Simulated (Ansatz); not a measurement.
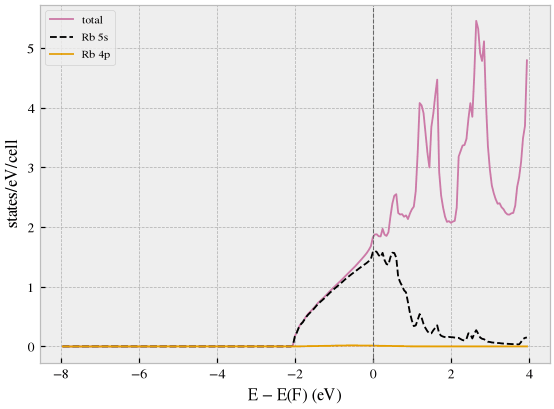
Figure. Total and projected density of states of Rb (hcp (Mg type), space group No. 194), the program Ansatz at the r²SCAN+D4 level (PAW)

Question: Which orbitals carry the states next to the Fermi level?

Answer: Within 0.5 eV of the Fermi level: Rb 5s 83 %, outside the projected shells 16 %. Projections are on Löwdin-orthogonalised atomic valence shells; empty p or d shells of many metals are not among them.

Space group P6_3/mmc (hcp (Mg type)). The workflow started from a Materials Project entry (that database holds measured and hypothetical structures alike); the Crystallography Open Database copy checked does not list it. It is not the phase usual at ambient conditions (space group No. 229). The cell was relaxed with r²SCAN+D4 under the symmetry of its start; whether a distortion lowers the energy is not shown. The pairwise dispersion correction was not fitted to metals. Spin–orbit coupling is left out wherever it is not named.

Potentials: the earlier of the program's two PAW sets.
